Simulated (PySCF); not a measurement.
B(Me)(OMe)(nPr), SMILES O(C)B(C)CCC (C₅H₁₃BO) at its GFN2-xTB optimised geometry (Å):

```
20

B     -0.6235     1.4193     0.0000
C     -1.4873     2.7627     0.0000
H     -2.5574     2.5790    -0.0008
H     -1.2582     3.3748    -0.8717
H     -1.2594     3.3743     0.8724
O      0.7138     1.4193     0.0000
C      1.5134     2.5755    -0.0001
H      1.3205     3.1846     0.8871
H      2.5574     2.2587     0.0005
H      1.3213     3.1838    -0.8879
C     -1.3451    -0.0043     0.0001
C     -0.4059    -1.2116    -0.0127
C     -1.1686    -2.5314    -0.0131
H     -2.0125    -0.0697    -0.8640
H     -1.9972    -0.0763     0.8755
H      0.2319    -1.1581    -0.8965
H      0.2456    -1.1662     0.8615
H     -1.7949    -2.6109     0.8735
H     -0.4813    -3.3748    -0.0233
H     -1.8098    -2.6017    -0.8898
```

Calculation: PBE0/def2-SVP (PySCF).

Map of the Laplacian of the electron density (e/bohr⁵), clipped to [-1.50, 1.50] on the plane z = 0.8 Å:

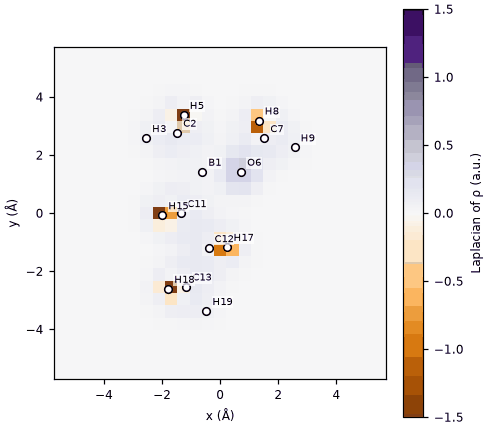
Figure. Laplacian of the electron density (e/bohr⁵), clipped to [-1.50, 1.50] on the plane z = 0.8 Å.
